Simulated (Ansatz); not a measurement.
**BBrGeH4O: atomisation energy in Python**

How much energy holds BBrGeH4O together? A script is to give an atomisation energy; the system is BBrGeH4O.

All numbers are computed with Ansatz 0.2.0 through its Python package. Level of theory: r2SCAN0/cc-pVDZ.

## 1. The system

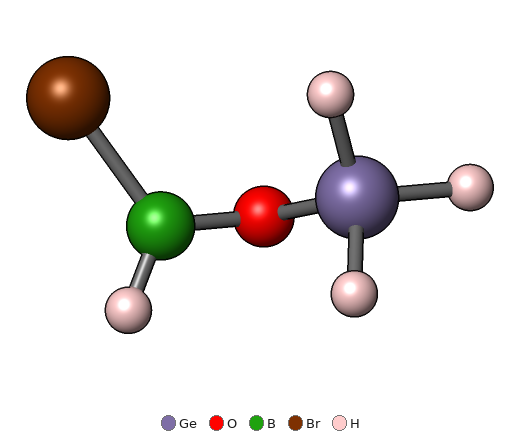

The structure that the script starts from, seen from a chosen angle (germanium purple, oxygen red, boron green, bromine brown, hydrogen pink).

Input file bbrgeh4o.xyz:

```xyz
8

Ge    1.16120   -0.04240   -0.00290
O    -0.24280    0.17760   -1.09400
B    -1.41730   -0.08160   -0.26370
Br   -2.37020    1.43390    0.63170
H     2.46860    0.20140   -0.79880
H     1.17560   -1.48850    0.55790
H     1.08770    0.97360    1.16670
H    -1.86300   -1.17400   -0.19680
```

## 2. The script

File bbrgeh4o_tae.py:

```python
"""Energy to split BBrGeH4O into its atoms."""

from collections import Counter

import ansatz as az


def single_point(molecule, charge=0, unpaired=0):
    calc = (
        molecule.calculation()
        .basis(gaussian="cc-pVDZ")
        .functional("r2scan0")
    )
    if charge:
        calc = calc.charge(charge)
    if unpaired:
        calc = calc.spin("collinear", total=unpaired)
    report = calc.run().report
    if report["published_state_doubts"]:
        print("  doubts:", report["published_state_doubts"])
    return report["free_energy_ev"]

molecule = az.Crystal.molecule_from_extxyz("bbrgeh4o.xyz")

# unpaired electrons of the ground-state atoms
unpaired = {"Ge": 2, "O": 2, "B": 1, "Br": 1, "H": 1}
counts = Counter(site.symbol for site in molecule.cartesian_sites)
atom_energy = {s: single_point(az.Crystal.molecule().atom(s, (0, 0, 0)), 0, unpaired[s]) for s in counts}
whole = single_point(molecule, 0, 0)
for s, e in atom_energy.items():
    print(f"{s:2s} x{counts[s]}  {e:14.5f} eV")
print(f"BBrGeH4O: {whole:.5f} eV")
split = sum(counts[s] * e for s, e in atom_energy.items()) - whole
print(f"atomisation energy (no zero-point term): {split:.3f} eV, {split / sum(counts.values()):.3f} eV an atom")
```

## 3. The calls as engine input

The package turns the script's settings into the engine's input (first run):

```yaml
crystal:
  periodic: [false, false, false]
  atoms:
    - { symbol: Ge, position_ang: [0.0, 0.0, 0.0] }
basis:
  gaussian:
    orbitals: cc-pVDZ
hamiltonian:
  xc: r2scan0
magnetization:
  spin_polarized: true
  initial_magnetization: 2.0
```

## 4. Running it

Command:

```bash
python bbrgeh4o_tae.py
```

The log of the run:

```text
Ge x1    -56514.20609 eV
O  x1     -2041.70678 eV
B  x1      -670.39476 eV
Br x1    -70043.94799 eV
H  x4       -13.58463 eV
BBrGeH4O: -129350.18214 eV
atomisation energy (no zero-point term): 25.588 eV, 3.199 eV an atom
```

Run time: 11 s. Hardware: 1 thread of Arm Neoverse V2, shared host; peak memory 0.33 GiB.

## 5. What changed from run to run

The engine's inputs for some of the other runs:

Run 3, against run 1:

```diff
@@ -4 +4 @@
-    - { symbol: Ge, position_ang: [0.0, 0.0, 0.0] }
+    - { symbol: B, position_ang: [0.0, 0.0, 0.0] }
@@ -12 +12 @@
-  initial_magnetization: 2.0
+  initial_magnetization: 1.0
```

Run 4, against run 1:

```diff
@@ -4 +4 @@
-    - { symbol: Ge, position_ang: [0.0, 0.0, 0.0] }
+    - { symbol: Br, position_ang: [0.0, 0.0, 0.0] }
@@ -12 +12 @@
-  initial_magnetization: 2.0
+  initial_magnetization: 1.0
```

Run 6, against run 1:

```diff
@@ -4 +4,8 @@
-    - { symbol: Ge, position_ang: [0.0, 0.0, 0.0] }
+    - { symbol: Ge, position_ang: [1.1612, -0.0424, -0.0029] }
+    - { symbol: O, position_ang: [-0.2428, 0.1776, -1.094] }
+    - { symbol: B, position_ang: [-1.4173, -0.0816, -0.2637] }
+    - { symbol: Br, position_ang: [-2.3702, 1.4339, 0.6317] }
+    - { symbol: H, position_ang: [2.4686, 0.2014, -0.7988] }
+    - { symbol: H, position_ang: [1.1756, -1.4885, 0.5579] }
+    - { symbol: H, position_ang: [1.0877, 0.9736, 1.1667] }
+    - { symbol: H, position_ang: [-1.863, -1.174, -0.1968] }
@@ -10,3 +16,0 @@
-magnetization:
-  spin_polarized: true
-  initial_magnetization: 2.0
```

Lines on the test bed's own set-up are left out of the output.

## 6. What each run gave

From the records of these 6 runs:

```
run    system  unpaired or total moment   energy (eV)  <S²>  SCF cycles  CPU time (s)
  1        Ge                         2   -56514.2061  2.00          11          0.75
  2         O                         2    -2041.7068  2.00          11          0.35
  3         B                         1     -670.3948  0.76          17          0.38
  4        Br                         1   -70043.9480  0.75          11          0.77
  5         H                         1      -13.5846  0.75           6          0.23
  6  BBrGeH4O                   not set  -129350.1821  0.00          17           8.2
```

Totals carry meaning only in balanced differences at one level of theory.

## 7. Outcome

| quantity | value |
| --- | --- |
| atomisation energy, no zero point | 25.588 eV |
| runs compared | 6 |

In words: Zero-point motion and spin-orbit terms of the atoms are left out, and both would lower it. 25.588 eV from the electronic energies, without the zero-point term. What to keep in mind:
- The geometry is a force-field or estimated start, not a minimum of this method, and the basis set is short of its limit. All parts are taken at fixed geometry, without zero-point energy.
- The spin-orbit lowering of heavy atoms is left out.
